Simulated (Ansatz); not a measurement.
# SrCaH2Br2 (built on the sites of a database entry of CaHBr): the cell at rest

Wanted: the relaxed cell of SrCaH2Br2 (built on the sites of a database entry of CaHBr).

Program: Ansatz 0.2.0. Level of theory: DFT PBEsol, scalar-relativistic, plane waves, PAW. Results are calculated unless marked as measured.

The structure was built from a prototype and need not be the compound's stable phase.

## Step 1: The starting structure

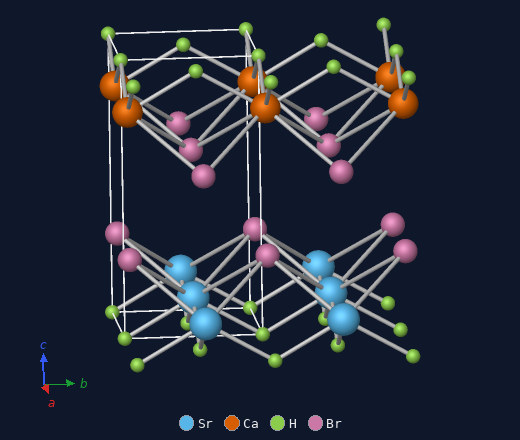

Start, viewed slightly off an axis; strontium blue, calcium orange, hydrogen green, bromine pink. 2×2×1 cells are drawn. Some periodic images of atoms are drawn too.

## Step 2: Probe on a coarse mesh

A quick single point on a coarse mesh tells whether the cell has a gap and how far it is from rest, which sets the k mesh and smearing that follow.

Contents of input.yaml:

```yaml
crystal:
  lattice:
    - [3.99158, 0.0, 0.0]
    - [0.0, 3.99158, 0.0]
    - [0.0, 0.0, 8.18491]
  atoms:
    - { symbol: Sr, position: [0.0, 0.5, 0.14] }
    - { symbol: Ca, position: [0.5, 0.0, 0.86] }
    - { symbol: H, position: [0.0, 0.0, 0.0] }
    - { symbol: H, position: [0.5, 0.5, 0.0] }
    - { symbol: Br, position: [0.0, 0.5, 0.67] }
    - { symbol: Br, position: [0.5, 0.0, 0.33] }
kpoints:
  mp_grid: { grid: [4, 4, 2] }
hamiltonian:
  xc: pbesol
scf:
  occupations: { method: gaussian, width: 0.1 }
output:
  forces: true
  stress: true
  eigenvalues: true
```

The run is started by

```bash
> ansatz run input.yaml --threads 8 --pin off --max-ram 14336MiB --backend cpu --events-out ev --progress --plain --runs-dir out
```

Numbers of over 12 decimals in the logs are rounded to 6 here.

What it wrote:

```text
Engine: ansatz 0.2.0, aarch64-unknown-linux-gnu
Pseudopotentials: kind: paw
Pseudopotential: Sr, paw, valence charge 10, recommended cutoff 420 eV (normal), Sr.paw.azcp
Pseudopotential: Ca, paw, valence charge 10, recommended cutoff 420 eV (normal), Ca.paw.azcp
Pseudopotential: H, paw, valence charge 1, recommended cutoff 420 eV (normal), H.paw.azcp
[...]
k-point 0: bands = [... 14 lower, 2.9531, 2.9531, 3.2949, 3.2949, 7.9808, 8.1180, 8.8017, 8.8017, ... 1 higher]
  k-point 1: bands = [... 14 lower, 2.9280, 3.3244, 3.3244, 3.8684, 7.6952, 8.0418, 8.7956, 8.7956, ... 1 higher]
  k-point 2: bands = [... 14 lower, 3.0258, 3.0829, 3.2589, 3.4823, 7.9574, 8.3716, 8.5225, 8.6442, ... 1 higher]
  k-point 11: bands = [... 14 lower, 2.3491, 2.4740, 2.5948, 2.5948, 7.8227, 8.2347, 9.4220, 10.0178, ... 1 higher]
[key lines of the parts left out:]
SCF converged after 7 iterations
Free energy (F): -10798.100981 eV
Fermi energy:    5.570564 eV
P = ⅓ Tr σ = -0.7874 GPa (-7.874 kbar)
```

The job ended after 0.63 s (8 threads of Arm Neoverse V2, shared host; peak memory 0.41 GiB).

A gap read on the k-mesh alone can miss the band edges.

Numbers from this step:

* pressure: -0.7874 GPa
* gap on the k-mesh: 3.404 eV
* volume per atom: 21.73 Å³
* direct gap on mesh: 3.827 eV

The coarse mesh shows a gap of 3.40 eV and a pressure of -0.8 GPa.

## Step 3: Coarse relaxation

The start is far from rest, so a relaxation with loose tolerances brings it close first.

Changes to input.yaml since step 2:

```diff
@@ -13,3 +13,3 @@
 kpoints:
-  mp_grid: { grid: [4, 4, 2] }
+  mp_grid: { grid: [6, 6, 4] }
 hamiltonian:
@@ -22 +22,6 @@
   eigenvalues: true
+relax:
+  adjacent_minimum: "off"
+  f_tol: 0.05
+  max_steps: 80
+  cell: { stress_tol: 0.5 }
```

What it wrote:

```text
[...]
Crystal: 6 atoms, lattice volume = 130.408 Å³
Basis set: ecut = 420 eV, 2563 PW (Γ), exchange–correlation on 54×54×120 points (8 copies of the dense FFT grid, shifted against one another)
Bands: 24, of which v1, the nominal top of the filled ones, is band 18 counted from 1 (17 counted from 0)
Symmetry: 8 space group operations
[...]
cell:  # Å, volume = 117.3124 Å³
    - [4.024316, 0, 0]
    - [0, 4.024316, 0.0]
    - [0, 0.0, 7.243686]
  atoms:
    - { symbol: Sr, position: [0, 0.5, 0.182503] }
    - { symbol: Ca, position: [0.5, 0, 0.821312] }
    - { symbol: H, position: [0, 0, -0.00854454] }
    - { symbol: H, position: [0.5, 0.5, -0.00854454] }
    - { symbol: Br, position: [0, 0.5, 0.661753] }
    - { symbol: Br, position: [0.5, 0, 0.351522] }
[key lines of the parts left out:]
SCF converged after 4 iterations
Free energy (F): -10798.499877 eV
Fermi energy:    7.007796 eV
P = ⅓ Tr σ = -0.0093 GPa (-0.093 kbar)
```

Wall time 14 s (8 threads); peak memory 0.51 GiB; 100 s of CPU time.

Relaxation path:

```
step  energy less that of the first step (eV)  largest force component (eV/Å)  pressure (GPa)  volume (Å³)
   1                                   0.0000                          1.5994           -0.81       130.41
   2                                  -0.3239                          0.1945           -1.18       130.02
   3                                  -0.3585                          0.0768           -0.40       124.80
   4                                  -0.3719                          0.0449            0.22       120.60
   5                                  -0.3807                          0.0195            0.45       118.51
   6                                  -0.3904                          0.0652            0.50       116.40
   7                                  -0.3944                          0.0578           -0.09       117.74
   8                                  -0.3813                          0.2450            0.29       115.57
   9                                  -0.3954                          0.0038            0.00       117.31
 10*                                  -0.3936                          0.0041           -0.01       117.31
```

Relaxation steps marked * repeat the geometry before them on a plane-wave basis chosen anew for their cell, so energy and pressure can jump there. Relaxation step 8 was tried and not accepted.

Forces are held to the 8 operations that the run works with; a distortion that breaks them can't arise in this run.

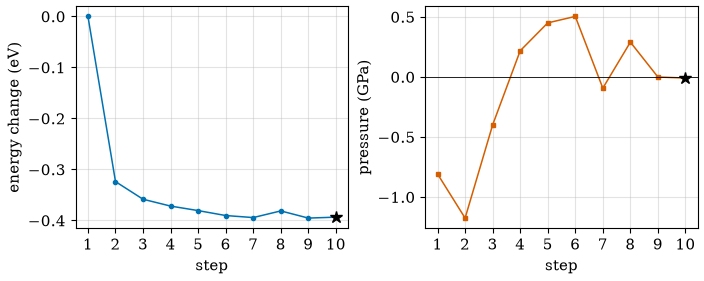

Energy and pressure along the relaxation. Stars mark steps on a basis chosen anew.

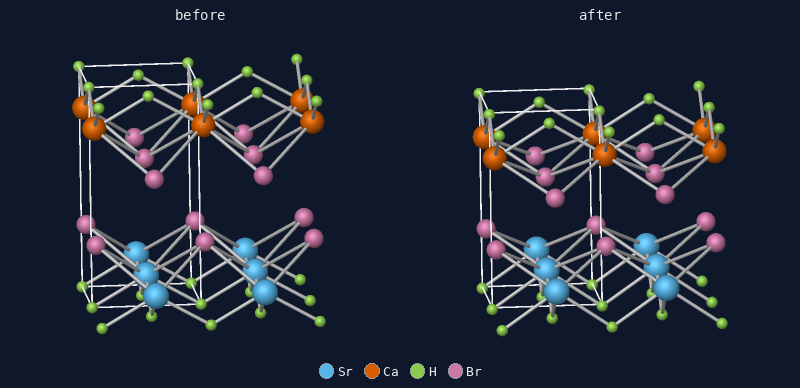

The structure before and after the relaxation, drawn at the same scale.

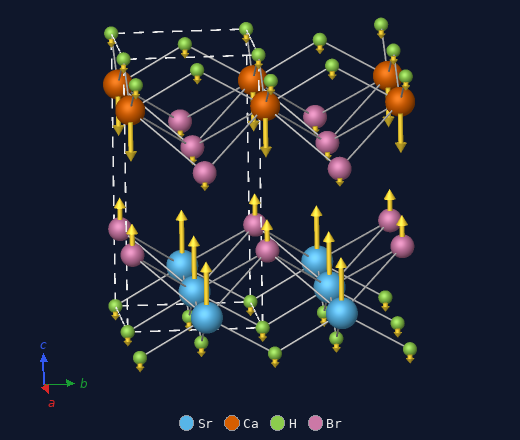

Displacements in the relaxation, exaggerated, measured against the changing cell; the longest in the cell stands for 0.31 Å. 2×2×1 cells are drawn. Some periodic images of atoms are drawn too.

```csv
"conventional cell, symmetrised",before,after,change
a (Å),3.992,4.024,+0.8 %
b (Å),3.992,4.024,+0.8 %
c (Å),8.185,7.244,-11.5 %
volume (Å³/atom),21.73,19.55,-10.0 %
```

The atoms that moved most (Å, as changes of fractional coordinates times the final cell):

| atom | dx | dy | dz | length |
| --- | --- | --- | --- | --- |
| Sr1 | 0.000 | 0.000 | 0.308 | 0.308 |
| Ca2 | 0.000 | 0.000 | -0.280 | 0.280 |
| Br6 | 0.000 | 0.000 | 0.156 | 0.156 |
| H3 | 0.000 | 0.000 | -0.062 | 0.062 |
| H4 | 0.000 | 0.000 | -0.062 | 0.062 |
| Br5 | 0.000 | 0.000 | -0.060 | 0.060 |

Final coordinates:

```xyz
6
Lattice="4.0243 0.0000 0.0000 0.0000 4.0243 0.0000 0.0000 0.0000 7.2437" Properties=species:S:1:pos:R:3 pbc="T T T"
Sr    0.0000    2.0122    1.3220
Ca    2.0122    0.0000    5.9493
H     0.0000    0.0000   -0.0619
H     2.0122    2.0122   -0.0619
Br    0.0000    2.0122    4.7935
Br    2.0122    0.0000    2.5463
```

Numbers from this step:

```
pressure           : -0.009329 GPa
gap on the k-mesh  : 3.476 eV
volume per atom    : 19.55 Å³
direct gap on mesh : 3.476 eV
```

In this step the volume went from 21.73 to 19.55 Å³/atom.

## Step 4: Bringing the structure to rest

The cell and atoms are relaxed, since residual forces and stress would shift the frequencies.

Contents of input.yaml:

```yaml
crystal:
  lattice:
    - [4.0243162163, 0.0, 0.0]
    - [0.0, 4.0243162163, 0.0]
    - [0.0, 0.0, 7.2436860437]
  atoms:
    - { symbol: Sr, position: [0.0, 0.5, 0.1825025616] }
    - { symbol: Ca, position: [0.5, 0.0, 0.821311788] }
    - { symbol: H, position: [0.0, 0.0, -0.0085445446] }
    - { symbol: H, position: [0.5, 0.5, -0.0085445446] }
    - { symbol: Br, position: [0.0, 0.5, 0.661753113] }
    - { symbol: Br, position: [0.5, 0.0, 0.3515216266] }
kpoints:
  mp_grid: { grid: [6, 6, 4] }
hamiltonian:
  xc: pbesol
scf:
  occupations: { method: gaussian, width: 0.02 }
output:
  forces: true
  stress: true
  eigenvalues: true
  write_density: true
  write_potential: true
  elf: true
  volumetric_format: npy
relax:
  adjacent_minimum: "off"
  f_tol: 0.005
  max_steps: 80
  cell: { stress_tol: 0.05 }
```

What it wrote:

```text
[...]
Crystal: 6 atoms, lattice volume = 117.312 Å³
Basis set: ecut = 420 eV, 2313 PW (Γ), exchange–correlation on 54×54×100 points (8 copies of the dense FFT grid, shifted against one another)
Bands: 24, of which v1, the nominal top of the filled ones, is band 18 counted from 1 (17 counted from 0)
[... 1 set-up line as in the run before ...]
[...]
k-points: 30 of 144 (time reversal used)
[...]
SCF iter   1: F=—  HF=-10798.504616 eV  |F-HF|=—  |Δ(HF+E_count)|=         —  Δρ=5.10e-3  dr2=2.75e-2  ethr=1.77e-3  ⟨swp⟩=9.9  Hψ=4747  notcnv=0
[...]
SCF iter   6: F=-10798.499877 eV  HF=-10798.499877 eV  |F-HF|=1.66e-8  |Δ(HF+E_count)|=   7.76e-7  Δρ=6.89e-6  dr2=8.32e-8  ethr=2.78e-10  ⟨swp⟩=16.9  Hψ=6481  notcnv=0
SCF 1 converged in 6 iterations: F = -10798.499877 eV  dr2 = 8.32e-8
[...]
relax step   1: F+E_penalty+E_count = -10798.49987723 eV  Δ(F+E_penalty+E_count) = +0.000e0 eV  max|allowed force component| = 3.960e-3 eV/Å  Δτ_max = 0.0000 Å  P = -0.010 GPa  Ω = 117.312 Å³  (6 SCF iters, dr2 threshold 1.00e-7 eV, accepted)
[...]
SCF iter   5: F=-10798.499877 eV  HF=-10798.499877 eV  |F-HF|=2.00e-11  |Δ(HF+E_count)|=  4.17e-10  Δρ=1.46e-7  dr2=3.11e-11  ethr=1.00e-12  ⟨swp⟩=8.8  Hψ=4084  notcnv=0
SCF 2 converged in 5 iterations: F = -10798.499877 eV  dr2 = 3.11e-11
relax step   2: F+E_penalty+E_count = -10798.49987727 eV  Δ(F+E_penalty+E_count) = -3.765e-8 eV  max|allowed force component| = 4.104e-3 eV/Å  Δτ_max = 0.0000 Å  P = -0.009 GPa  Ω = 117.312 Å³  stress off target by 2.85e-2 GPa  SCF on the basis re-selected at this cell (its energy is not comparable with the rows above)  (5 SCF iters)
basis re-selected at this cell: Δ(F+E_penalty+E_count) = -3.765e-8 eV, ΔP = +0.000 GPa vs the last step (what re-selecting the basis moved, of the pressure what is left beyond the Pulay correction that the steps carried, after the strain that the cell walked since its last selection, with what the two solves' SCF thresholds leave and, on support functions, any second-order correction that the steps lacked; it is no m [...]
SCF converged after 5 iterations
Free energy (F): -10798.499877 eV
[...]
Internal energy: -10798.499877 eV  (E = F + TS)
E sigma→0 (E₀):  -10798.499877 eV
Fermi energy:    7.007795 eV
[...]
--- Forces (eV/Å), atoms counted from 1 ---
  atom   1  Sr    -0.00000000     0.00000000     0.00410388
  atom   2  Ca     0.00000000     0.00000000    -0.00002545
  atom   3  H     -0.00000000     0.00000000    -0.00160705
  atom   4  H      0.00000000     0.00000000    -0.00160705
  atom   5  Br     0.00000000     0.00000000    -0.00257626
  atom   6  Br    -0.00000000     0.00000000     0.00171139
  max |Σ_I F_I| component: 5.52e-7 eV/Å
--- Stress (GPa, compression-positive) ---
        0.000254       0.000000       0.000000
        0.000000       0.000254       0.000000
        0.000000       0.000000      -0.028526
  P = ⅓ Tr σ = -0.0093 GPa (-0.093 kbar)
--- Band table (eV; the first three rows and the last of 30) ---
  k-point 0: bands = [... 14 lower, 3.9987, 4.1696, 4.1696, 4.7421, 9.1101, 9.6082, 10.2896, 10.2896, ... 2 higher]
  k-point 1: bands = [... 14 lower, 4.1831, 4.1831, 4.7521, 4.7828, 8.9057, 9.6378, 10.3011, 10.3011, ... 2 higher]
  k-point 2: bands = [... 14 lower, 4.1962, 4.1962, 4.7622, 5.2698, 8.7458, 9.3943, 10.3136, 10.3136, ... 2 higher]
  k-point 29: bands = [... 14 lower, 3.1944, 3.1944, 4.3624, 4.3624, 10.0178, 10.4884, 11.1489, 11.8358, ... 2 higher]
--- Relaxed structure (1 steps of the walk, 1 accepted, 1 SCFs on fresh bases) ---
[...]
cell:  # Å, volume = 117.3124 Å³
    - [4.0243162163, 0.0, 0.0]
    - [0.0, 4.0243162163, 0.0]
    - [0.0, 0.0, 7.2436860437]
  atoms:
    - { symbol: Sr, position: [0.0, 0.5, 0.182503] }
    - { symbol: Ca, position: [0.5, 0.0, 0.821311788] }
    - { symbol: H, position: [0.0, 0.0, -0.0085445446] }
    - { symbol: H, position: [0.5, 0.5, -0.0085445446] }
    - { symbol: Br, position: [0.0, 0.5, 0.661753113] }
    - { symbol: Br, position: [0.5, 0.0, 0.3515216266] }
```

It took 2.7 s on 8 threads; peak memory 0.48 GiB.

Little changed from the start: no atom moved by 0.005 Å and no cell edge by 0.1 %.

This step gave:

- pressure: -0.009339 GPa

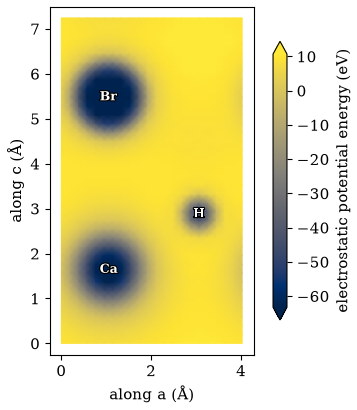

Electrostatic potential energy in the ac plane at fractional y = 0.000, with atoms of Ca and H and Br within 0.2 Å of it. With pseudopotentials it is smooth inside the atoms' cores, unlike the true potential. The map starts off the cell's origin, so that atoms lie inside it.

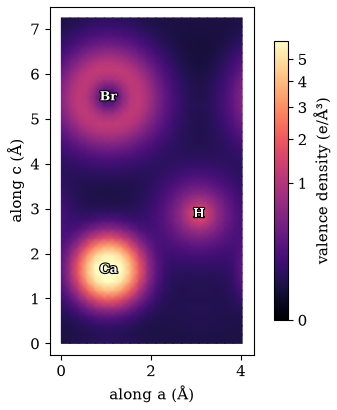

Valence density in the ac plane at fractional y = 0.000, with atoms of Ca and H and Br within 0.2 Å of it. It is the smooth field of the valence electrons, not physical close to the nuclei. The map starts off the cell's origin, so that atoms lie inside it. The colour scale is stretched toward low values.

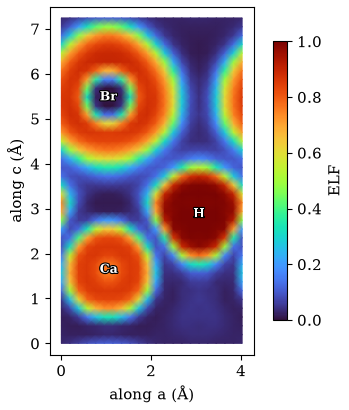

ELF in the ac plane at fractional y = 0.000, with atoms of Ca and H and Br within 0.2 Å of it. It is the smooth field of the valence electrons, not physical close to the nuclei. The map starts off the cell's origin, so that atoms lie inside it.

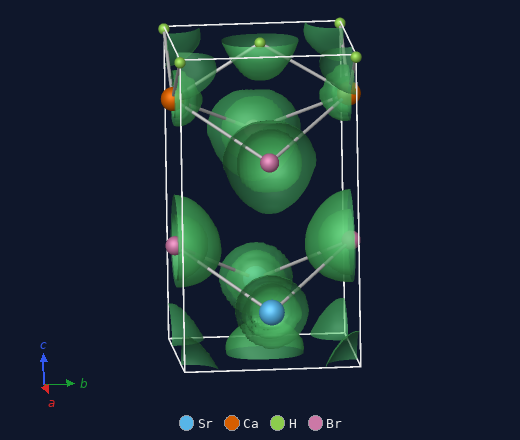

Surface of ELF = 0.85.

In this step the volume went from 19.55 to 19.55 Å³/atom.

## Step 5: Relaxing to small forces for the phonons

Phonons need a cell at rest on their own settings, so the relaxation is repeated with tight tolerances on forces and stress, using the mesh and the filling of the phonon run that follows.

input.yaml, the sections that differ from step 4:

```yaml
scf:
  occupations: { method: fixed }
output:
  forces: true
  stress: true
  eigenvalues: true
relax:
  adjacent_minimum: "off"
  f_tol: 0.001
  max_steps: 60
  cell: { stress_tol: 0.01 }
# crystal, kpoints, hamiltonian: as in step 4
```

What it wrote:

```text
[...]
Crystal: 6 atoms, lattice volume = 117.312 Å³
Basis set: ecut = 420 eV, 2313 PW (Γ), exchange–correlation on 54×54×100 points (8 copies of the dense FFT grid, shifted against one another)
Bands: 24, of which v1, the nominal top of the filled ones, is band 18 counted from 1 (17 counted from 0)
[... 1 set-up line as in the run before ...]
[...]
k-points: 30 of 144 (time reversal used)
[...]
cell:  # Å, volume = 117.1915 Å³
    - [4.026817, 0, 0]
    - [0, 4.026817, 0.0]
    - [0, 0.0, 7.227237]
  atoms:
    - { symbol: Sr, position: [0, 0.500000, 0.182857] }
    - { symbol: Ca, position: [0.500000, 0, 0.821060] }
    - { symbol: H, position: [0, 0.0, -0.008581] }
    - { symbol: H, position: [0.500000, 0.500000, -0.008581] }
    - { symbol: Br, position: [0, 0.500000, 0.661413] }
    - { symbol: Br, position: [0.500000, 0, 0.351831] }
[key lines of the parts left out:]
SCF converged after 4 iterations
Free energy (F): -10798.499916 eV
Fermi energy:    5.284209 eV
P = ⅓ Tr σ = -0.0005 GPa (-0.005 kbar)
```

Run time: 7.9 s. Hardware: 8 threads; peak memory 0.49 GiB; 57 s of CPU time.

Step by step:

```csv
step,energy less that of the first step (eV),largest force component (eV/Å),pressure (GPa),volume (Å³)
1,0.0000,0.0041,-0.01,117.31
2,0.0000,0.0025,-0.01,117.28
3,0.0000,0.0025,0.00,117.25
4,-0.0001,0.0035,0.01,117.17
5,-0.0001,0.0013,0.00,117.19
6,-0.0001,0.0001,0.00,117.19
7*,0.0000,0.0001,0.00,117.19
```

Relaxation steps marked * repeat the geometry before them on a plane-wave basis chosen anew for their cell, so energy and pressure can jump there.

Forces are held to the 8 operations that the run works with; a distortion that breaks them can't arise in this run.

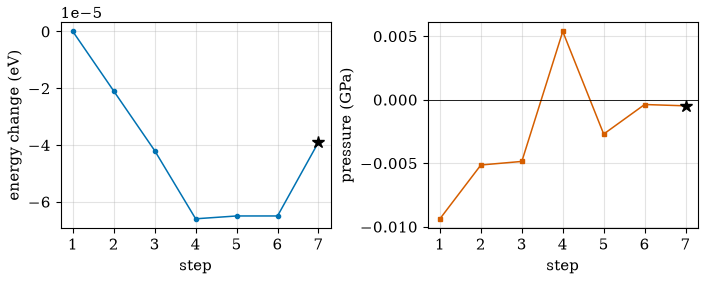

Energy and pressure along the relaxation. Stars mark steps on a basis chosen anew.

```csv
"conventional cell, symmetrised",before,after,change
a (Å),4.024,4.027,+0.1 %
b (Å),4.024,4.027,+0.1 %
c (Å),7.244,7.227,-0.2 %
volume (Å³/atom),19.55,19.53,-0.1 %
```

The relaxed structure:

```
Sr Ca H Br
1.0
     4.02682    0.00000    0.00000
     0.00000    4.02682    0.00000
     0.00000    0.00000    7.22724
Sr Ca H Br
1 1 2 2
Direct
  0.00000 0.50000 0.18286
  0.50000 0.00000 0.82106
  0.00000 0.00000 0.99142
  0.50000 0.50000 0.99142
  0.00000 0.50000 0.66141
  0.50000 0.00000 0.35183
```

This step gave:

```yaml
pressure: -4.81e-4 GPa
gap_on_the_k_mesh: 3.471 eV
volume_per_atom: 19.53 Å³
direct_gap_on_mesh: 3.471 eV
```

The largest force component left is 0.14 meV/Å and the pressure is 0.000 GPa, within the tolerances set. The cell now holds 19.53 Å³/atom.

## Step 6: What came out

| Property | Result |
| --- | --- |
| space group after relaxation (within 0.01 Å) | P4mm |
| lattice constant a | 4.027 Å |
| lattice constant b | 4.027 Å |
| lattice constant c | 7.227 Å |
| volume per atom | 19.5 Å³ |
| gap on the k-mesh | 3.47 eV |

In words: The largest force component left is 0.14 meV/Å and the pressure is 0.000 GPa, within the tolerances set. The cell now holds 19.53 Å³/atom. The relaxation keeps the symmetry of its start, so it says nothing on stability against lower symmetry. The starting cell was built on a prototype and not taken from a measurement, so the phase need not exist.

[Logs are printed without paths, hosts, clocks, repeated set-up lines and the standing remarks that a program may print on its own settings, such as how far it seeks lower states.]

[Hosts, paths, dates, database ids (printed as entryN), source tags and the programs' standing remarks are cut or masked in the printed files.]
